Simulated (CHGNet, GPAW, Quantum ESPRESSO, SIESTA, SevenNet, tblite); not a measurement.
**Random packing of S (91 atoms) in SIESTA**

Wanted: SIESTA inputs and outputs for random packing of S (91 atoms), checked against a plane-wave reference.

Program: SIESTA 5.4.2. Level of theory: the method is named at each step. Results are calculated unless marked as measured.

### Step 1. Starting point

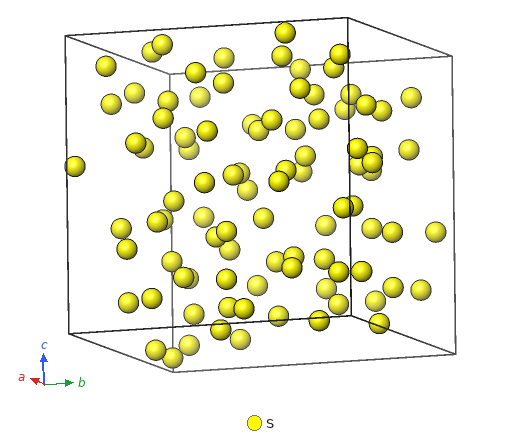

Start, viewed slightly off an axis; sulfur yellow. Bonds to atoms that aren't drawn are left out. Some periodic images of atoms are drawn too.

The cell holds 91 atoms: 91 S. Cell: a = 13.938 Å, b = 13.938 Å, c = 13.938 Å, α = 90.0°, β = 90.0°, γ = 90.0°. 91 atoms (91 S) packed at random in a cube at 1.79 g/cm³ and pushed apart as soft spheres; a start for melting by ab initio MD, not an equilibrated structure. Then every atom was moved at random, 0.05 Å r.m.s. a Cartesian component.

The yardstick, on the same geometry:

* method: Kohn-Sham DFT, PBE, SSSP efficiency 1.3.0 pseudopotentials, plane waves (Quantum ESPRESSO 7.5); sssp-pbe-1.3.0-efficiency, cutoffs 45/360 Ry, Γ point
* r.m.s. force component: 0.9532 eV/Å
* longest force: 3.225 eV/Å
* pressure: -9.732 GPa
* time: 21 min on 4 MPI ranks of Arm Neoverse V1, shared host
* CPU time: 85 min

### Step 2. PBE, DZP, shift 0.01 Ry, mesh 300 Ry

Method: Kohn-Sham DFT, PBE, PseudoDojo 0.4.1 norm-conserving pseudopotentials (converted to PSML), numerical atomic orbitals (DZP), diagonalisation.

The .psml files are PseudoDojo norm-conserving potentials that we converted to this format, checked against plane waves on the same files for H, C, O, Si, Ge and Ca alone.

File input.fdf:

```
SystemLabel cell
NumberOfAtoms 91
NumberOfSpecies 1
%block ChemicalSpeciesLabel
  1 16 S
%endblock ChemicalSpeciesLabel
LatticeConstant 1.0 Ang
%block LatticeVectors
  13.93850 0.00000 0.00000
  0.00000 13.93850 0.00000
  0.00000 0.00000 13.93850
%endblock LatticeVectors
PAO.BasisSize DZP
PAO.EnergyShift 0.01 Ry
XC.Functional GGA
XC.Authors PBE
MeshCutoff 300 Ry
%block kgrid_Monkhorst_Pack
  1 0 0 0.0
  0 1 0 0.0
  0 0 1 0.0
%endblock kgrid_Monkhorst_Pack
SolutionMethod diagon
OccupationFunction FD
ElectronicTemperature 580 K
SCF.Mixer.Method Pulay
SCF.Mixer.Weight 0.15
SCF.Mixer.History 8
SCF.Mix Hamiltonian
MaxSCFIterations 300
SCF.DM.Tolerance 1e-04
SCF.H.Tolerance 1.0e-3 eV
WriteForces T
Write.HirshfeldPop T
Write.VoronoiPop T
Write.DM F
Write.H F
XML.Write F
AtomicCoordinatesFormat Fractional
%block AtomicCoordinatesAndAtomicSpecies
  0.09410 0.14926 0.49891 1
  0.13147 0.51201 0.62510 1
  0.93902 0.95421 0.37280 1
  0.02879 0.72950 0.19074 1
  0.29864 0.08012 0.46792 1
  0.29630 0.16126 0.73942 1
  0.59460 0.37593 0.35455 1
  0.85892 0.24362 0.12194 1
  0.77546 0.64493 0.70717 1
  0.95158 0.95370 0.88582 1
  0.33393 0.78976 0.60524 1
  0.52204 0.13128 0.99893 1
  0.67116 0.46783 0.54689 1
  0.17399 0.52628 0.96202 1
  0.45755 0.48075 0.72320 1
  0.14012 0.76102 0.61298 1
  0.84675 0.50403 0.17211 1
  0.34545 0.90866 0.18481 1
  0.41039 0.66084 0.83833 1
  0.83077 0.72998 0.19905 1
  0.82420 0.27846 0.72902 1
  0.90380 0.79301 0.78812 1
  0.32276 0.48871 0.29958 1
  0.99706 0.74869 0.46637 1
  0.84704 0.08709 0.91182 1
  0.37029 0.21223 0.13425 1
  0.41680 0.69284 0.28385 1
  0.62574 0.22359 0.81479 1
  0.87222 0.43959 0.49692 1
  0.68340 0.64955 0.93314 1
  0.52731 0.92519 0.03937 1
  0.13740 0.93055 0.20167 1
  0.57669 0.41130 0.11804 1
  0.40799 0.02500 0.88255 1
  0.02803 0.06830 0.08302 1
  0.05984 0.31313 0.80434 1
  0.23984 0.29336 0.36220 1
  0.28937 0.54908 0.74420 1
  0.70631 0.93108 0.19078 1
  0.42981 0.63462 0.63138 1
  0.00890 0.54888 0.24640 1
  0.98343 0.23907 0.62722 1
  0.32774 0.36411 0.60347 1
  0.29122 0.69461 0.14831 1
  0.74027 0.96585 0.74231 1
  0.92791 0.93124 0.16040 1
  0.08327 0.64973 0.83204 1
  0.96753 0.60874 0.05129 1
  0.78552 0.23911 0.38841 1
  0.36512 0.50936 0.11031 1
  0.19004 0.12752 0.28234 1
  0.28332 0.10308 0.00558 1
  0.25092 0.73273 0.85515 1
  0.77188 0.80292 0.02473 1
  0.64399 0.05903 0.39528 1
  0.01943 0.07241 0.74065 1
[... 31 atom lines left out ...]
  0.14003 0.98641 0.39258 1
  0.92711 0.47152 0.66075 1
  0.50039 0.89773 0.60481 1
  0.91192 0.42745 0.86144 1
%endblock AtomicCoordinatesAndAtomicSpecies
```

The run is started by

```console
$ OMP_NUM_THREADS=1 mpirun -np 2 siesta < input.fdf > output.txt
```

The program printed:

```text
Version         : 5.4.2
reinit: System Name:
reinit: System Label: cell
initatom: Reading input for the pseudopotentials and atomic orbitals ----------
Species number:   1 Atomic number:   16 Label: S
Ground state valence configuration (from tables):   3s02  3p04  3d00  4f00
---- Processing specs for species: S
GGA--PBE XC_GGA_X_PBE--XC_GGA_C_PBE pb
S pseudopotential only contains V_ls up to l=2 -- lmxkb reset.
Using PAO.SplitTailNorm
%block ChemicalSpeciesLabel
    1   16 S                       # Species index, atomic number, species label
%endblock ChemicalSpeciesLabel
%block PAO.Basis                 # Define Basis set
S                     2                    # Species label, number of l-shells
 n=3   0   2                         # n, l, Nzeta
   4.449      3.085
   1.000      1.000
 n=3   1   2 P   1                   # n, l, Nzeta, Polarization, NzetaPol
   5.501      3.851
   1.000      1.000
%endblock PAO.Basis
coor:   Atomic-coordinates input format  =     Fractional
siesta: System type = bulk
initatomlists: Number of atoms, orbitals, and projectors:     91  1183  1638
siesta: ******************** Simulation parameters ****************************
Total number of electrons:   546.000000
Total ionic charge:   546.000000
 Kpoints in:            1 . Kpoints trimmed:            1
siesta: k-grid: Number of k-points = 1
siesta: k-points from Monkhorst-Pack grid
siesta: k-cutoff (effective) =     6.969 Ang
siesta: k-point supercell and displacements
siesta: k-grid:     1     0     0      0.000
siesta: k-grid:     0     1     0      0.000
siesta: k-grid:     0     0     1      0.000
                     ====================================
                        Single-point calculation
                     ====================================
outcell: Unit cell vectors (Ang):
       13.938500    0.000000    0.000000
        0.000000   13.938500    0.000000
        0.000000    0.000000   13.938500
outcell: Cell vector modules (Ang)   :   13.938500   13.938500   13.938500
outcell: Cell angles (23,13,12) (deg):     90.0000     90.0000     90.0000
outcell: Cell volume (Ang**3)        :   2707.9966
new_DM -- step:     1
Initializing Density Matrix...
Attempting to read DM from file... Failed...
DM filled with atomic data:
InitMesh: MESH = 150 x 150 x 150 = 3375000
InitMesh: Mesh cutoff (required, used) =   300.000   320.076 Ry
stepf: Fermi-Dirac step function
        iscf     Eharris(eV)        E_KS(eV)     FreeEng(eV)     dDmax    Ef(eV) dHmax(eV)
   scf:    1   -27102.753839   -27096.113955   -27096.827710  0.785557 -4.494590 14.518245
   scf:    2   -25512.613782   -26701.046575   -26701.842414  1.591835 -4.555405 40.837842
   scf:    3   -26929.827599   -27124.374824   -27125.226406  1.233322 -4.604807 15.056432
   scf:    4   -27140.855243   -27163.746834   -27164.636760  0.551374 -4.636321  5.229822
   scf:    5   -27157.693628   -27166.590754   -27167.478569  0.158629 -4.686718  3.656991
   scf:    6   -27166.331767   -27169.827077   -27170.731327  0.177525 -4.721709  3.050169
   scf:    7   -27168.834550   -27170.672942   -27171.602745  0.096474 -4.783564  1.953372
   scf:    8   -27168.860582   -27170.917023   -27171.858310  0.069877 -4.843420  2.087541
   scf:    9   -27170.869451   -27171.678131   -27172.641966  0.094819 -4.938249  1.253295
   scf:   10   -27170.904217   -27171.810055   -27172.777599  0.073253 -4.980604  0.938388
   scf:   11   -27171.065920   -27171.831215   -27172.793628  0.064940 -4.982691  1.471546
   scf:   12   -27171.870470   -27172.052774   -27173.025509  0.055972 -5.004666  0.719683
[...]
scf:   50   -27172.116030   -27172.116027   -27173.086947  0.000067 -5.015461  0.001983
   scf:   51   -27172.116028   -27172.116028   -27173.086947  0.000067 -5.015468  0.001460
   scf:   52   -27172.116030   -27172.116029   -27173.086948  0.000050 -5.015477  0.001395
   scf:   53   -27172.116031   -27172.116031   -27173.086948  0.000073 -5.015482  0.001435
   scf:   54   -27172.116040   -27172.116036   -27173.086948  0.000039 -5.015490  0.000964
SCF Convergence by DM+H criterion
max |DM_out - DM_in|         :     0.0000391830
max |H_out - H_in|      (eV) :     0.0009635211
SCF cycle converged after 54 iterations
Using DM_out to compute the final energy and forces
siesta: E_KS(eV) =           -27172.1160
siesta: E_KS - E_eggbox =    -27172.1160
siesta: Atomic forces (eV/Ang):
     1    0.006133    0.392601    0.635022
     2   -0.684275   -0.392510   -0.779485
     3    1.076229    0.174365    1.028817
     4   -1.669243   -1.264903    0.042210
     5   -0.818645   -0.504463   -0.983752
     6    0.743560   -0.504450   -0.021389
     7    0.884001   -0.292397    0.333747
     8   -0.426740   -0.535130    0.422225
     9    0.386423    1.155173   -2.811817
    10   -0.420196    0.870627   -0.739939
    11   -0.245951    0.459626   -0.194796
    12   -0.017974   -1.216962    0.485022
[...]
87    0.558503   -1.280938   -1.401227
    88    0.294951    0.852839   -0.846179
    89   -0.385584   -0.459412   -1.290046
    90   -0.592942    0.128087    0.710186
    91    0.616498   -1.520831   -0.923233
----------------------------------------
   Tot   -0.010857   -0.006180   -0.004658
----------------------------------------
   Max    2.815358
   Res    0.886764    sqrt( Sum f_i^2 / 3N )
----------------------------------------
   Max    2.815358    constrained
Stress tensor Voigt[x,y,z,yz,xz,xy] (kbar):      117.39      113.49      122.98        0.05       10.08       -3.61
(Free)E + p*V (eV/cell)   -27372.4499
Target enthalpy (eV/cell)   -27173.0869
siesta: Program's energy decomposition (eV):
siesta: Ebs     =     -5659.134275
siesta: Eions   =     49166.184830
siesta: Ena     =     16221.460327
siesta: Ekin    =      9133.154545
siesta: Enl     =      3707.918895
siesta: DEna    =       499.673924
siesta: DUscf   =        15.514028
siesta: Ex      =     -6913.216625
siesta: Ec      =      -670.436301
siesta: Exc     =     -7583.652925
siesta: Eharris =    -27172.116040
siesta: Etot    =    -27172.116036
siesta: FreeEng =    -27173.086948
siesta: Final energy (eV):
siesta:  Band Struct. =   -5659.134275
siesta:       Kinetic =    9133.154545
siesta:       Hartree =    5082.747648
siesta:         Exch. =   -6913.216625
siesta:         Corr. =    -670.436301
siesta:   Exch.-corr. =   -7583.652925
siesta:  Ion-electron =  -17806.198118
siesta:       Ion-ion =  -15998.167185
siesta:         Total =  -27172.116036
siesta:         Fermi =      -5.015490
siesta: Stress tensor (static) (eV/Ang**3):
siesta:     0.073268   -0.002254    0.006293
siesta:    -0.002254    0.070835    0.000030
siesta:     0.006293    0.000030    0.076757
siesta: Cell volume =       2707.996622 Ang**3
siesta: Pressure (static):
siesta:                Solid            Molecule  Units
siesta:          -0.00080182         -0.00087227  Ry/Bohr**3
siesta:          -0.07362010         -0.08008776  eV/Ang**3
siesta:        -117.95240431       -128.31473300  kBar
    Orbital volume contribution        =          35.784779 eV
    (Free)E + p_basis*V_orbitals       =      -27137.302169 eV
    (Free)Eharris+ p_basis*V_orbitals  =      -27137.302173 eV
Hirshfeld Atomic Populations:
Atom #   charge [q] valence [e]  Species
     1    -0.052512    6.052512  S
     2    -0.002559    6.002559  S
     3    -0.051536    6.051536  S
     4     0.049996    5.950004  S
     5    -0.027685    6.027685  S
     6    -0.105496    6.105496  S
     7     0.110430    5.889570  S
     8     0.007346    5.992654  S
     9     0.023515    5.976485  S
    10     0.043936    5.956064  S
    11     0.026833    5.973167  S
    12     0.017030    5.982970  S
[...]
--------------------
 Total    -0.000061
Voronoi Atomic Populations:
Atom #   charge [q] valence [e]  Species
[...]
87     0.052772    5.947228  S
    88     0.136117    5.863883  S
    89     0.017631    5.982369  S
    90    -0.001783    6.001783  S
    91    -0.007579    6.007579  S
--------------------
 Total    -0.000061
```

It took 4.4 min on 2 MPI ranks of Arm Neoverse V1, shared host; peak memory 1.4 GiB.

Banners, paths, timers and routine set-up lines are dropped from the logs unmarked, and long logs keep their key lines alone; longer cuts are marked.

Compared with the plane-wave run:

| Quantity | Value |
| --- | --- |
| r.m.s. force component | 0.8868 eV/Å |
| r.m.s. difference of force components | 100.5 meV/Å |
| longest difference of force vectors | 358.9 meV/Å |
| force difference over r.m.s. force | 10.54 % |
| slope of forces against the reference's | 0.9272 |
| correlation of force components | 0.9966 |
| pressure | -11.8 GPa |
| pressure difference | -2.063 GPa |

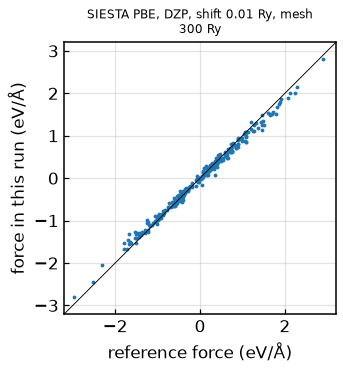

Force components against those of the reference; the line marks equality.

Local excerpt of 9 atoms (numbers count through the whole input) about S88, whose charge lies farthest from its element's mean; x, y, z are measured from there.

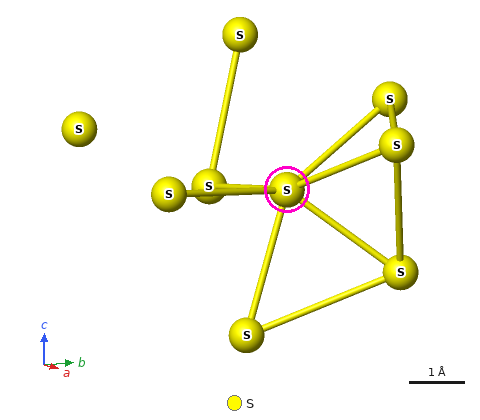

The atoms of the table, within 4.0 Å (arrows a, b, c point along x, y, z); some may hide others; the central atom is ringed.

```csv
atom,x,y,z,distance (Å),Hirshfeld charge (e),Fx,Fy,Fz (eV/Å)
S88,0.00,0.00,0.00,0.00,0.12,0.29,0.85,-0.85
S51,0.70,1.97,-1.54,2.59,0.01,0.14,0.01,1.51
S32,-0.04,-0.78,-2.66,2.77,-0.02,0.14,0.44,0.14
S5,2.21,1.31,1.05,2.77,-0.03,-0.82,-0.50,-0.98
S1,-0.64,2.27,1.48,2.79,-0.05,0.01,0.39,0.64
S3,-2.80,-0.45,-0.28,2.85,-0.05,1.08,0.17,1.03
S77,1.10,-2.74,0.19,2.96,-0.07,-0.65,0.72,0.61
S84,-2.96,0.22,2.48,3.87,-0.08,-0.33,0.06,-0.87
S24,-1.99,-3.31,1.03,4.00,0.02,1.08,-1.32,0.11
```

Forces lie 11 % from the reference's, at 0.10 times its CPU time (on 2 against 4 cores).

### Step 3. PBE, DZ, shift 0.01 Ry, mesh 300 Ry

Method: Kohn-Sham DFT, PBE, PseudoDojo 0.4.1 norm-conserving pseudopotentials (converted to PSML), numerical atomic orbitals (DZ), diagonalisation.

input.fdf: that of step 2 with these lines changed.

```diff
@@ -12,3 +12,3 @@
 %endblock LatticeVectors
-PAO.BasisSize DZP
+PAO.BasisSize DZ
 PAO.EnergyShift 0.01 Ry
```

The run is started by

```console
$ OMP_NUM_THREADS=1 siesta < input.fdf > output.txt
```

The program printed:

```text
Version         : 5.4.2
reinit: System Name:
reinit: System Label: cell
initatom: Reading input for the pseudopotentials and atomic orbitals ----------
Species number:   1 Atomic number:   16 Label: S
Ground state valence configuration (from tables):   3s02  3p04  3d00  4f00
---- Processing specs for species: S
GGA--PBE XC_GGA_X_PBE--XC_GGA_C_PBE pb
Using PAO.SplitTailNorm
[... lines left out ...]
        iscf     Eharris(eV)        E_KS(eV)     FreeEng(eV)     dDmax    Ef(eV) dHmax(eV)
[... lines left out ...]
SCF Convergence by DM+H criterion
[... lines left out ...]
SCF cycle converged after 54 iterations
[... lines left out ...]
   Max    2.087178
[... lines left out ...]
   Max    2.087178    constrained
Stress tensor Voigt[x,y,z,yz,xz,xy] (kbar):       81.17       77.22       82.08       -0.32        6.29       -3.11
[... lines left out ...]
siesta: FreeEng =    -27141.263057
[... lines left out ...]
siesta:         Fermi =      -4.927292
[... lines left out ...]
siesta:    -0.001941    0.048198   -0.000198
siesta:     0.003926   -0.000198    0.051231
siesta: Cell volume =       2707.996622 Ang**3
siesta: Pressure (static):
siesta:                Solid            Molecule  Units
siesta:          -0.00054489         -0.00054800  Ry/Bohr**3
siesta:          -0.05002946         -0.05031470  eV/Ang**3
siesta:         -80.15602617        -80.61304424  kBar
    Orbital volume contribution        =          24.044262 eV
    (Free)E + p_basis*V_orbitals       =      -27117.218795 eV
    (Free)Eharris+ p_basis*V_orbitals  =      -27117.218794 eV
Hirshfeld Atomic Populations:
Atom #   charge [q] valence [e]  Species
     1    -0.060393    6.060393  S
     2     0.004648    5.995352  S
     3    -0.042270    6.042270  S
[...]
--------------------
 Total    -0.000038
Voronoi Atomic Populations:
Atom #   charge [q] valence [e]  Species
[...]
90    -0.006018    6.006018  S
    91    -0.000284    6.000284  S
--------------------
 Total    -0.000038
```

Elapsed: 4.6 min, on 1 thread; peak memory 0.79 GiB.

Numbers from this run, and their distance from the reference:

* r.m.s. force component: 0.6805 eV/Å
* r.m.s. difference of force components: 490.6 meV/Å
* longest difference of force vectors: 1823 meV/Å
* force difference over r.m.s. force: 51.47 %
* slope of forces against the reference's: 0.6224
* correlation of force components: 0.8718
* pressure: -8.016 GPa
* pressure difference: 1.716 GPa

This is a coarse setting, run to see what it loses.

Against the first run (11 %), the force difference from the reference is 51 %, at 0.52 times the CPU time (on 1 against 2 cores), with 728 basis functions against 1183: the smaller basis costs accuracy.

### Step 4. PBE, DZP, shift 0.02 Ry, mesh 300 Ry

Method: Kohn-Sham DFT, PBE, PseudoDojo 0.4.1 norm-conserving pseudopotentials (converted to PSML), numerical atomic orbitals (DZP), diagonalisation.

input.fdf: that of step 3 with these lines changed.

```diff
@@ -12,4 +12,4 @@
 %endblock LatticeVectors
-PAO.BasisSize DZ
-PAO.EnergyShift 0.01 Ry
+PAO.BasisSize DZP
+PAO.EnergyShift 0.02 Ry
 XC.Functional GGA
```

The run is started by

```console
$ OMP_NUM_THREADS=1 mpirun -np 2 siesta < input.fdf > output.txt
```

The program printed:

```text
Version         : 5.4.2
reinit: System Name:
reinit: System Label: cell
initatom: Reading input for the pseudopotentials and atomic orbitals ----------
Species number:   1 Atomic number:   16 Label: S
Ground state valence configuration (from tables):   3s02  3p04  3d00  4f00
---- Processing specs for species: S
GGA--PBE XC_GGA_X_PBE--XC_GGA_C_PBE pb
[... lines left out ...]
        iscf     Eharris(eV)        E_KS(eV)     FreeEng(eV)     dDmax    Ef(eV) dHmax(eV)
[... lines left out ...]
SCF Convergence by DM+H criterion
[... lines left out ...]
SCF cycle converged after 58 iterations
[... lines left out ...]
   Max    3.191693
[... lines left out ...]
   Max    3.191693    constrained
Stress tensor Voigt[x,y,z,yz,xz,xy] (kbar):      157.63      153.32      163.29        0.62       11.29       -3.52
[... lines left out ...]
siesta: FreeEng =    -27122.082696
[... lines left out ...]
siesta:         Fermi =      -4.318615
[... lines left out ...]
siesta:    -0.002198    0.095697    0.000385
siesta:     0.007049    0.000385    0.101918
siesta: Cell volume =       2707.996622 Ang**3
siesta: Pressure (static):
siesta:                Solid            Molecule  Units
siesta:          -0.00107461         -0.00116533  Ry/Bohr**3
siesta:          -0.09866636         -0.10699603  eV/Ang**3
siesta:        -158.08093794       -171.42654663  kBar
    Orbital volume contribution        =          27.759141 eV
    (Free)E + p_basis*V_orbitals       =      -27094.323555 eV
    (Free)Eharris+ p_basis*V_orbitals  =      -27094.323555 eV
Hirshfeld Atomic Populations:
Atom #   charge [q] valence [e]  Species
     1    -0.056579    6.056579  S
     2    -0.005141    6.005141  S
     3    -0.053641    6.053641  S
[...]
--------------------
 Total    -0.000250
Voronoi Atomic Populations:
Atom #   charge [q] valence [e]  Species
[...]
90    -0.001372    6.001372  S
    91    -0.005039    6.005039  S
--------------------
 Total    -0.000250
```

Wall time 4 min (2 MPI ranks); peak memory 1.2 GiB; 8 min of CPU time.

Against the reference:

* r.m.s. force component: 1.008 eV/Å
* r.m.s. difference of force components: 144.4 meV/Å
* longest difference of force vectors: 507.9 meV/Å
* force difference over r.m.s. force: 15.15 %
* slope of forces against the reference's: 1.047
* correlation of force components: 0.9907
* pressure: -15.81 GPa
* pressure difference: -6.076 GPa

This run lies far from the reference in forces at the same functional.

Against the first run (11 %), the force difference from the reference is 15 %, at 0.90 times the CPU time.

(Continued in part 2 of 2.)

[Also dropped from logs without a mark: logging warnings of Python, and SIESTA's first energy breakdown and zero terms.]

[Logs are printed without paths, hosts, clocks, repeated set-up lines and the standing remarks that a program may print on its own settings, such as how far it seeks lower states.]

[Hosts, paths, dates, database ids (printed as entryN), source tags and the programs' standing remarks are cut or masked in the printed files.]
